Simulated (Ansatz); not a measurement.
# Al: a line through an energy map, part 2 of 2

How does the energy of Al (Im-3m, No. 229; 8 atoms in the cell) vary with shift of Al1 along [1 0 0], at shift of Al1 along [0 1 0] = 0.000 Å?

Ansatz 0.2.0; DFT PBEsol, scalar-relativistic, plane waves, PAW. The steps go on from the part before.

## Step 6: Point (−0.468 Å, 0.000 Å)

input.yaml

```yaml
crystal:
  lattice:
    - [3.2126361663, 3.2126361663, 3.2126361663]
    - [-3.2126361663, -3.2126361663, 3.2126361663]
    - [3.2126361663, -3.2126361663, -3.2126361663]
  atoms:
    - { symbol: Al, position: [-0.0728373796, 0.5, 0.4271626204] }
    - { symbol: Al, position: [0.0, 0.0, 0.5] }
    - { symbol: Al, position: [0.0, 0.5, 0.0] }
    - { symbol: Al, position: [0.0, 0.0, 0.0] }
    - { symbol: Al, position: [0.5, 0.5, 0.5] }
    - { symbol: Al, position: [0.5, 0.0, 0.5] }
    - { symbol: Al, position: [0.5, 0.5, 0.0] }
    - { symbol: Al, position: [0.5, 0.0, 0.0] }
basis:
  ecutwfc: 420
kpoints:
  mp_grid: { grid: [10, 10, 10] }
hamiltonian:
  xc: pbesol
  pseudopotentials: { kind: paw, azcp: { folder: soft_1 } }
scf:
  occupations: { method: gaussian, width: 0.15 }
output:
  forces: true
  stress: true
  eigenvalues: true
```

On the command line:

```sh
ansatz run input.yaml --threads 4 --pin off --max-ram 8192MiB --backend cpu --events-out ev --progress --plain --runs-dir out
```

The program printed:

```text
Warning: <dir> the record states the generating functional pbe (its physics header spells it `PBE`), which answers neither for hamiltonian.xc's functional nor for the pbesol family's — results may be inconsistent (PPs are generated against a specific XC)
Warning: RAYON_NUM_THREADS=4 ignored (pool sized by the plan → 4); use --threads N
Engine: ansatz 0.2.0, x86_64-unknown-linux-gnu
Pseudopotentials: kind: paw
Pseudopotential: Al, paw, valence charge 3, recommended cutoff 420 eV (normal), <dir>
Functional definition: PBEsol
  exchange = pbesol_x
  correlation = pbesol_c
Crystal: 8 atoms, lattice volume = 132.631 Å³
Basis set: ecut = 420 eV, 2587 PW (Γ), exchange–correlation on 80×80×80 points (8 copies of the dense FFT grid, shifted against one another)
Bands: 20, of which v1, the nominal top of the filled ones, is band 12 counted from 1 (11 counted from 0)
Symmetry: 8 space group operations
Space group: I4mm (ITA 107), of the structure as read, at distance tolerance 5.1e-5 Å
k-points: 102 of 1000 (time reversal used)
Non-local potential: Al, projectors of the file, l = 0: 2, l = 1: 2, l = 2: 1
PAW form: soft (Blöchl's): semilocal exchange-correlation on the pseudo side does not see the compensation charge
PAW frozen core: Al, regenerated for the run's functional, and the local potential with it (the file was generated under x = pbe(κ = 0.804, μ = 0.2195149727645171), c = pbe(β = 0.06672455060314922))
PAW one-centre angular grid: Al, 110 points (default); XC on 64 Gauss nodes
Initial density: superposition of atomic densities (chi_scale 0.1, normalization cell)
Initial wavefunctions: pseudopotential atomic-orbital guess
Functional: x = pbesol(κ = 0.804, μ = 0.12345679012345678), c = pbesol(β = 0.046)
SCF iter   1: F=—  HF=-4195.663131 eV  |F-HF|=—  |Δ(HF+E_count)|=         —  Δρ=2.35e-2  dr2=1.11e0  ethr=3.10e-3  ⟨swp⟩=7.3  Hψ=12402  notcnv=0  defer=1
preconditioner: auto → Kerker (q_TF=auto, 2.052 Å⁻¹)  [metal: Δε(μ)=0.012 eV  Ē_g=6.672 eV  σ=0.150 eV  W_gap=0.05  n_scr=18 (ndim 8)  ℏωp=15.8 eV  f_vac=0.000  D(μ)=3.61/eV (n_scr^D=18)]
SCF iter   2: F=—  HF=-4195.365586 eV  |F-HF|=—  |Δ(HF+E_count)|=   2.98e-1  Δρ=1.50e-2  dr2=4.22e-1  ethr=3.10e-3  ⟨swp⟩=1.0  Hψ=2856  notcnv=0  defer=2
SCF iter   3: F=—  HF=-4195.153324 eV  |F-HF|=—  |Δ(HF+E_count)|=   2.12e-1  Δρ=1.31e-3  dr2=3.90e-3  ethr=1.76e-3  ⟨swp⟩=3.0  Hψ=3469  notcnv=0  defer=3
SCF iter   4: F=—  HF=-4195.151570 eV  |F-HF|=—  |Δ(HF+E_count)|=   1.75e-3  Δρ=2.17e-4  dr2=7.53e-5  ethr=1.62e-5  ⟨swp⟩=2.7  Hψ=3057  notcnv=0  defer=7
SCF iter   5: F=—  HF=-4195.151503 eV  |F-HF|=—  |Δ(HF+E_count)|=   6.71e-5  Δρ=1.92e-5  dr2=6.49e-7  ethr=3.14e-7  ⟨swp⟩=2.0  Hψ=3282  notcnv=0  defer=196
SCF iter   6: F=-4195.151503 eV  HF=-4195.151503 eV  |F-HF|=7.21e-9  |Δ(HF+E_count)|=   1.72e-7  Δρ=2.59e-6  dr2=1.29e-8  ethr=4.17e-10  ⟨swp⟩=9.5  Hψ=10379  notcnv=0
SCF 1 converged in 6 iterations: F = -4195.151503 eV  dr2 = 1.29e-8
SCF converged after 6 iterations
Free energy (F): -4195.151503 eV
Harris-Foulkes:  -4195.151503 eV  (|F-HF|=7.21e-9)
Internal energy: -4195.111407 eV  (E = F + TS)
E sigma→0 (E₀):  -4195.131455 eV
Entropy (-TS):   -0.040097 eV (-5.012 meV/atom)
Fermi energy:    7.802595 eV
--- Per-component energies (eV) ---
  E_band       = 81.804155
  E_kinetic    = 180.657499
  E_local      = 76.925722  (includes V_loc(G=0)·N_el)
  E_nonlocal   = 82.519635
  E_hartree    = 2.277628
  E_xc         = -299.419430
  E_vxc        = -234.838853  (∫ρ·V_xc dr)
  E_paw        = -3654.088150  (= ΣΔE_a)
  E_vpaw       = -28.015228  (= ΣTr[D̂ρ^β])
  E_aug_tail   = -0.000022  (compensation charges beyond the density's cutoff)
  E_ewald      = -584.137401
  E_core_change = 0.153112  (= ΣΔE_core)
  E_smearing   = -0.040097  (= −TS)
  E_closure    = -0.000000  (closes the sum)
  Σ components = -4195.151503   (vs F -4195.151503, Δ=0.00e0)
--- Forces (eV/Å), atoms counted from 1 ---
  atom   1  Al     2.05469046     0.00000000     0.00000000
  atom   2  Al    -0.42375297    -0.67394908     0.67394908
  atom   3  Al    -0.42375297     0.67394908     0.67394908
  atom   4  Al    -0.03937173    -0.00000000    -0.00000000
  atom   5  Al    -0.42375297    -0.67394908    -0.67394908
  atom   6  Al    -0.03937173     0.00000000    -0.00000000
  atom   7  Al    -0.28092260     0.00000000    -0.00000000
  atom   8  Al    -0.42375297     0.67394908    -0.67394908
  max |Σ_I F_I| component: 1.25e-5 eV/Å
--- Stress (GPa, compression-positive) ---
        1.059378      -0.000000       0.000000
       -0.000000       2.288032       0.000000
        0.000000       0.000000       2.288032
  P = ⅓ Tr σ = 1.8785 GPa (18.785 kbar)
--- Band table (eV; the first three rows and the last of 102) ---
  k-point 0: bands = ["-3.3146", "2.9176", "3.2484", "3.2484", "3.4782", "3.5350", "3.5350", "3.9439", "3.9556", "3.9833", "4.1635", "4.1635", "4.5774", "9.6364", "9.6364", "9.7867", "10.7309", "10.7488", "13.1897", "15.1732"]
  k-point 1: bands = ["-3.2439", "2.2301", "2.8255", "2.8540", "3.2120", "3.2322", "3.5406", "4.0419", "4.3619", "4.3835", "4.7210", "4.7764", "5.3625", "8.8557", "9.1366", "9.6973", "11.1368", "11.7138", "13.5233", "14.3721"]
  k-point 2: bands = ["-3.0324", "1.1554", "2.3453", "2.4014", "2.7839", "2.8072", "3.7639", "4.2269", "5.1843", "5.2009", "5.5797", "5.6517", "6.8017", "7.7820", "8.2057", "9.8794", "11.6221", "12.9536", "12.9763", "13.2116"]
  k-point 101: bands = ["-0.4032", "0.2459", "0.2459", "0.2588", "0.2675", "0.8815", "6.5307", "6.5307", "6.7772", "6.8801", "7.1017", "7.1017", "8.0881", "8.2108", "12.1265", "12.1265", "12.7081", "12.7081", "12.7571", "12.7574"]
```

It took 1.6 s on 4 threads of AMD EPYC 9R45 (Zen 5), shared host; peak memory 0.57 GiB.

That is 0.47 eV from the zero.

## Step 7: Grid point (−0.234 Å, 0.000 Å)

Edit input.yaml of step 6 so:

```diff
@@ -6,3 +6,3 @@
   atoms:
-    - { symbol: Al, position: [-0.0728373796, 0.5, 0.4271626204] }
+    - { symbol: Al, position: [-0.0364186898, 0.5, 0.4635813102] }
     - { symbol: Al, position: [0.0, 0.0, 0.5] }
```

On the command line:

```sh
ansatz run input.yaml --threads 4 --pin off --max-ram 8192MiB --backend cpu --events-out ev --progress --plain --runs-dir out
```

The program printed:

```text
Warning: <dir> the record states the generating functional pbe (its physics header spells it `PBE`), which answers neither for hamiltonian.xc's functional nor for the pbesol family's — results may be inconsistent (PPs are generated against a specific XC)
Warning: RAYON_NUM_THREADS=4 ignored (pool sized by the plan → 4); use --threads N
[... 6 set-up lines as earlier in the session ...]
Crystal: 8 atoms, lattice volume = 132.631 Å³
Basis set: ecut = 420 eV, 2587 PW (Γ), exchange–correlation on 80×80×80 points (8 copies of the dense FFT grid, shifted against one another)
Bands: 20, of which v1, the nominal top of the filled ones, is band 12 counted from 1 (11 counted from 0)
[... 2 set-up lines as earlier in the session ...]
k-points: 102 of 1000 (time reversal used)
[... 7 set-up lines as earlier in the session ...]
SCF iter   1: F=—  HF=-4195.912435 eV  |F-HF|=—  |Δ(HF+E_count)|=         —  Δρ=2.17e-2  dr2=7.81e-1  ethr=3.10e-3  ⟨swp⟩=7.2  Hψ=12172  notcnv=0
preconditioner: auto → Kerker (q_TF=auto, 2.052 Å⁻¹)  [metal: Δε(μ)=0.017 eV  Ē_g=6.657 eV  σ=0.150 eV  W_gap=0.06  n_scr=18 (ndim 8)  ℏωp=15.8 eV  f_vac=0.000  D(μ)=3.59/eV (n_scr^D=18)]
SCF iter   2: F=—  HF=-4195.692063 eV  |F-HF|=—  |Δ(HF+E_count)|=   2.20e-1  Δρ=1.42e-2  dr2=3.26e-1  ethr=3.10e-3  ⟨swp⟩=1.0  Hψ=2856  notcnv=0
SCF iter   3: F=—  HF=-4195.506481 eV  |F-HF|=—  |Δ(HF+E_count)|=   1.86e-1  Δρ=7.75e-4  dr2=1.36e-3  ethr=1.36e-3  ⟨swp⟩=2.5  Hψ=3067  notcnv=0
SCF iter   4: F=—  HF=-4195.505602 eV  |F-HF|=—  |Δ(HF+E_count)|=   8.78e-4  Δρ=1.37e-4  dr2=2.94e-5  ethr=5.66e-6  ⟨swp⟩=2.8  Hψ=3049  notcnv=0
SCF iter   5: F=—  HF=-4195.505562 eV  |F-HF|=—  |Δ(HF+E_count)|=   4.05e-5  Δρ=1.29e-5  dr2=1.57e-7  ethr=1.23e-7  ⟨swp⟩=2.2  Hψ=3255  notcnv=0  defer=163
SCF iter   6: F=-4195.505562 eV  HF=-4195.505562 eV  |F-HF|=5.25e-10  |Δ(HF+E_count)|=   6.95e-9  Δρ=1.66e-6  dr2=2.80e-9  ethr=4.17e-10  ⟨swp⟩=8.7  Hψ=9469  notcnv=0
SCF 1 converged in 6 iterations: F = -4195.505562 eV  dr2 = 2.80e-9
SCF converged after 6 iterations
Free energy (F): -4195.505562 eV
Harris-Foulkes:  -4195.505562 eV  (|F-HF|=5.25e-10)
Internal energy: -4195.465493 eV  (E = F + TS)
E sigma→0 (E₀):  -4195.485527 eV
Entropy (-TS):   -0.040069 eV (-5.009 meV/atom)
Fermi energy:    7.821156 eV
--- Per-component energies (eV) ---
  E_band       = 82.459514
  E_kinetic    = 179.641817
  E_local      = 81.220484  (includes V_loc(G=0)·N_el)
  E_nonlocal   = 81.911131
  E_hartree    = 0.941932
  E_xc         = -299.069767
  E_vxc        = -234.421133  (∫ρ·V_xc dr)
  E_paw        = -3653.822721  (= ΣΔE_a)
  E_vpaw       = -27.776668  (= ΣTr[D̂ρ^β])
  E_aug_tail   = -0.000020  (compensation charges beyond the density's cutoff)
  E_ewald      = -586.441462
  E_core_change = 0.153112  (= ΣΔE_core)
  E_smearing   = -0.040069  (= −TS)
  E_closure    = -0.000000  (closes the sum)
  Σ components = -4195.505562   (vs F -4195.505562, Δ=0.00e0)
--- Forces (eV/Å), atoms counted from 1 ---
  atom   1  Al     0.99299842     0.00000000     0.00000000
  atom   2  Al    -0.22610720    -0.32625072     0.32625072
  atom   3  Al    -0.22610720     0.32625072     0.32625072
  atom   4  Al    -0.01942358    -0.00000000     0.00000000
  atom   5  Al    -0.22610720    -0.32625072    -0.32625072
  atom   6  Al    -0.01942358     0.00000000    -0.00000000
  atom   7  Al    -0.04972150     0.00000000    -0.00000000
  atom   8  Al    -0.22610720     0.32625072    -0.32625072
  max |Σ_I F_I| component: 9.52e-7 eV/Å
--- Stress (GPa, compression-positive) ---
        0.203657      -0.000000      -0.000000
       -0.000000       0.587188      -0.000000
       -0.000000      -0.000000       0.587188
  P = ⅓ Tr σ = 0.4593 GPa (4.593 kbar)
--- Band table (eV; the first three rows and the last of 102) ---
  k-point 0: bands = ["-3.2725", "3.2880", "3.4410", "3.4410", "3.5182", "3.5335", "3.5335", "3.9649", "3.9677", "3.9754", "4.0402", "4.0402", "4.2153", "9.6722", "9.6722", "9.7134", "10.7756", "10.7835", "13.3057", "15.5753"]
  k-point 1: bands = ["-3.2010", "2.3775", "2.9623", "2.9916", "3.1779", "3.1882", "3.5910", "4.0368", "4.4395", "4.4474", "4.6329", "4.6670", "5.2432", "8.8573", "9.1228", "9.7341", "11.1636", "11.7456", "13.6603", "14.6073"]
  k-point 2: bands = ["-2.9871", "1.2307", "2.4957", "2.5270", "2.7181", "2.7396", "3.7925", "4.2438", "5.2871", "5.3054", "5.4994", "5.5335", "6.7645", "7.7728", "8.1951", "9.9202", "11.6522", "13.1280", "13.1455", "13.2395"]
  k-point 101: bands = ["-0.0548", "0.2728", "0.2728", "0.2760", "0.2783", "0.5971", "6.6972", "6.6972", "6.8336", "6.8606", "6.9920", "6.9920", "8.1659", "8.1997", "12.4503", "12.4503", "12.7733", "12.7733", "12.7983", "12.8000"]
```

Run time: 1.6 s. Hardware: 4 threads of AMD EPYC 9R45 (Zen 5), shared host; peak memory 0.57 GiB.

That is 0.12 eV from the zero.

## Step 8: Changed: mp_grid.grid [5, 5, 5], occupations.method tetrahedron_uncorrected, ecutwfc left out, width left out

Edit input.yaml of step 7 so:

```diff
@@ -14,6 +14,4 @@
     - { symbol: Al, position: [0.5, 0.0, 0.0] }
-basis:
-  ecutwfc: 420
 kpoints:
-  mp_grid: { grid: [10, 10, 10] }
+  mp_grid: { grid: [5, 5, 5] }
 hamiltonian:
@@ -22,6 +20,6 @@
 scf:
-  occupations: { method: gaussian, width: 0.15 }
+  occupations: { method: tetrahedron_uncorrected }
 output:
   forces: true
+  eigenvalues: true
   stress: true
-  eigenvalues: true
```

On the command line:

```sh
ansatz run input.yaml --threads 4 --pin off --max-ram 8192MiB --backend cpu --events-out ev --progress --plain --runs-dir out
```

The program printed:

```text
Warning: <dir> the record states the generating functional pbe (its physics header spells it `PBE`), which answers neither for hamiltonian.xc's functional nor for the pbesol family's — results may be inconsistent (PPs are generated against a specific XC)
Warning: RAYON_NUM_THREADS=4 ignored (pool sized by the plan → 4); use --threads N
[... 6 set-up lines as earlier in the session ...]
Crystal: 8 atoms, lattice volume = 132.631 Å³
Basis set: ecut = 420 eV, 2587 PW (Γ), exchange–correlation on 80×80×80 points (8 copies of the dense FFT grid, shifted against one another)
Bands: 20, of which v1, the nominal top of the filled ones, is band 12 counted from 1 (11 counted from 0)
[... 2 set-up lines as earlier in the session ...]
k-points: 18 of 125 (time reversal used)
[... 7 set-up lines as earlier in the session ...]
SCF iter   1: F=—  HF=-4195.573600 eV  |F-HF|=—  |Δ(HF+E_count)|=         —  Δρ=2.18e-2  dr2=8.09e-1  ethr=3.10e-3  ⟨swp⟩=7.4  Hψ=2168  notcnv=0  defer=3
preconditioner: auto → Kerker (q_TF=auto, 2.052 Å⁻¹)  [metal: no gap  n_scr=18 (ndim 8)  ℏωp=15.8 eV  f_vac=0.000]
SCF iter   2: F=—  HF=-4195.347341 eV  |F-HF|=—  |Δ(HF+E_count)|=   2.26e-1  Δρ=1.42e-2  dr2=3.34e-1  ethr=3.10e-3  ⟨swp⟩=1.0  Hψ=504  notcnv=0  defer=4
SCF iter   3: F=—  HF=-4195.158920 eV  |F-HF|=—  |Δ(HF+E_count)|=   1.88e-1  Δρ=8.34e-4  dr2=1.58e-3  ethr=1.39e-3  ⟨swp⟩=2.9  Hψ=605  notcnv=0  defer=7
SCF iter   4: F=—  HF=-4195.157943 eV  |F-HF|=—  |Δ(HF+E_count)|=   9.77e-4  Δρ=1.41e-4  dr2=3.19e-5  ethr=6.57e-6  ⟨swp⟩=3.2  Hψ=648  notcnv=0  defer=24
SCF iter   5: F=—  HF=-4195.157901 eV  |F-HF|=—  |Δ(HF+E_count)|=   4.16e-5  Δρ=1.30e-5  dr2=1.70e-7  ethr=1.33e-7  ⟨swp⟩=3.3  Hψ=679  notcnv=0  defer=24
SCF iter   6: F=-4195.157902 eV  HF=-4195.157902 eV  |F-HF|=7.75e-10  |Δ(HF+E_count)|=   1.38e-7  Δρ=1.73e-6  dr2=3.23e-9  ethr=4.17e-10  ⟨swp⟩=6.8  Hψ=1306  notcnv=0
SCF 1 converged in 6 iterations: F = -4195.157902 eV  dr2 = 3.23e-9
SCF converged after 6 iterations
Free energy (F): -4195.157902 eV
Harris-Foulkes:  -4195.157902 eV  (|F-HF|=7.75e-10)
Internal energy: -4195.153827 eV  (E = F + TS)
E sigma→0 (E₀):  -4195.157902 eV
Entropy (-TS):   -0.004074 eV (-0.509 meV/atom)
Fermi energy:    7.921683 eV
--- Per-component energies (eV) ---
  E_band       = 82.797353
  E_kinetic    = 180.022694
  E_local      = 81.165457  (includes V_loc(G=0)·N_el)
  E_nonlocal   = 81.876647
  E_hartree    = 0.968782
  E_xc         = -299.074951
  E_vxc        = -234.429147  (∫ρ·V_xc dr)
  E_paw        = -3653.824087  (= ΣΔE_a)
  E_vpaw       = -27.775885  (= ΣTr[D̂ρ^β])
  E_aug_tail   = -0.000020  (compensation charges beyond the density's cutoff)
  E_ewald      = -586.441462
  E_core_change = 0.153112  (= ΣΔE_core)
  E_smearing   = -0.004074  (= −TS)
  E_closure    = 0.000000  (closes the sum)
  Σ components = -4195.157902   (vs F -4195.157902, Δ=0.00e0)
--- Forces (eV/Å), atoms counted from 1 ---
  atom   1  Al     0.83285852     0.00000000     0.00000000
  atom   2  Al    -0.18707887    -0.28019707     0.28019707
  atom   3  Al    -0.18707887     0.28019707     0.28019707
  atom   4  Al    -0.04397921    -0.00000000     0.00000000
  atom   5  Al    -0.18707887    -0.28019707    -0.28019707
  atom   6  Al    -0.04397921     0.00000000     0.00000000
  atom   7  Al     0.00341713     0.00000000     0.00000000
  atom   8  Al    -0.18707887     0.28019707    -0.28019707
  max |Σ_I F_I| component: 1.74e-6 eV/Å
--- Stress (GPa, compression-positive) ---
        0.495123      -0.000000      -0.000000
       -0.000000       0.785531      -0.000000
        0.000000      -0.000000       0.785531
  P = ⅓ Tr σ = 0.6887 GPa (6.887 kbar)
--- Band table (eV; the first three rows and the last of 18) ---
  k-point 0: bands = ["-3.2708", "3.3019", "3.4499", "3.4499", "3.5222", "3.5340", "3.5340", "3.9643", "3.9685", "3.9758", "4.0336", "4.0336", "4.2006", "9.6733", "9.6733", "9.7134", "10.7761", "10.7846", "13.3045", "15.5848"]
  k-point 1: bands = ["-2.9854", "1.2334", "2.5021", "2.5333", "2.7145", "2.7362", "3.7935", "4.2445", "5.2917", "5.3107", "5.4951", "5.5286", "6.7631", "7.7732", "8.1953", "9.9214", "11.6532", "13.1326", "13.1522", "13.2407"]
  k-point 2: bands = ["-2.1358", "-0.7084", "1.9576", "1.9887", "2.1699", "2.1961", "4.5848", "5.0680", "5.9302", "6.4304", "7.4075", "7.4326", "7.6172", "7.6600", "10.0768", "10.1374", "10.2384", "10.3387", "10.4091", "10.6915"]
  k-point 17: bands = ["-1.0201", "0.4041", "0.4135", "0.4135", "0.4179", "1.8422", "5.6427", "5.6427", "6.1149", "6.1230", "8.3130", "8.3130", "9.1531", "9.1564", "11.1134", "11.1134", "11.1529", "11.2015", "11.6928", "11.6928"]
```

It took 0.4 s on 4 threads of AMD EPYC 9R45 (Zen 5), shared host; peak memory 0.41 GiB.

| run | ending | energy change | pressure (GPa) | gap (eV) | force (eV/Å) | cycles | time |
| --- | --- | --- | --- | --- | --- | --- | --- |
| step 7 | converged | 0 | 0.5 | 0.00 | 0.99 | 6 | 1.6 s |
| variant | converged | +41.0 meV/atom (σ→0) | 0.7 | 0.00 | 0.83 | 6 | 0.4 s |

Changing the k-point mesh and smearing moves the energy by +41.0 meV/atom (σ→0 values), and the largest force goes from 0.99 to 0.83 eV/Å. More than one kind of setting changed, and this run alone doesn't tell their shares apart. Cost: 0.4 s against 1.6 s. These settings are too coarse to quote as the system's properties.

## Step 9: What came out

This closing draws on all 2 parts.

| shift of Al1 along [1 0 0] (Å) | step | energy (eV) | slope (eV per Å) | pressure (GPa) | largest force on an atom (eV/Å) |
| --- | --- | --- | --- | --- | --- |
| −1.170 | 3 | 3.7 | −8.9 | 12.3 | 8.9 |
| −0.936 | 4 | 2.1 | −5.3 | 7.7 | 5.3 |
| −0.702 | 5 | 1.1 | −3.3 | 4.3 | 3.3 |
| −0.468 | 6 | 0.47 | −2.1 | 1.9 | 2.1 |
| −0.234 | 7 | 0.12 | −1.0 | 0.5 | 1.0 |
| 0.000 | – | 0.0 | 0.0 | 0.0 | 0.0 |
| 0.234 | – | 0.12 | 1.0 | 0.5 | 1.0 |
| 0.468 | – | 0.47 | 2.1 | 1.9 | 2.1 |
| 0.702 | – | 1.1 | 3.3 | 4.3 | 3.3 |
| 0.936 | – | 2.1 | 5.3 | 7.7 | 5.3 |
| 1.170 | – | 3.7 | 8.9 | 12.3 | 8.9 |

Energies count from the relaxed crystal. Rows without a step come from runs not printed here or follow by symmetry. Slopes come from the forces (and the stress, where the cell changes), not from differences of energies.

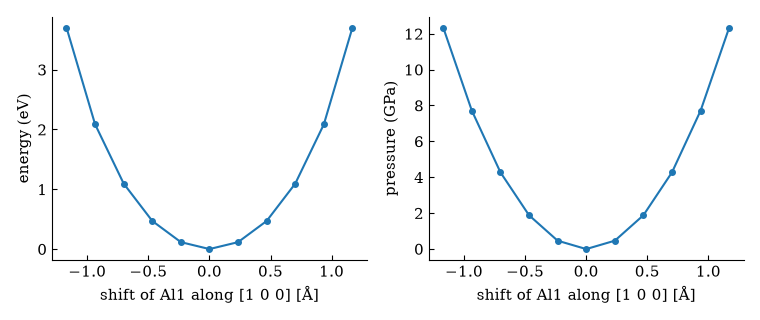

Energy and pressure along the line.

| run | outcome |
| --- | --- |
| step 8, run with mp_grid.grid [5, 5, 5], occupations.method tetrahedron_uncorrected, ecutwfc left out, width left out (against step 7) | +41.0 meV/atom; the largest force goes from 0.99 to 0.83 eV/Å |

Along the line the energy is lowest at 0.000 Å, 0.0 eV from the zero. A fit to energies and slopes at the lowest point and its two neighbours puts the minimum at 0.0000 Å, with a curvature of about 4.2 eV per Å². The highest point computed, at −1.170 Å, lies 3.7 eV above the lowest. This is one cut through a surface in two coordinates; it holds the lowest point sampled, which need not be a minimum. The host is rigid and the atom is kept to this plane, so wells and barriers of the map are not those of diffusion.
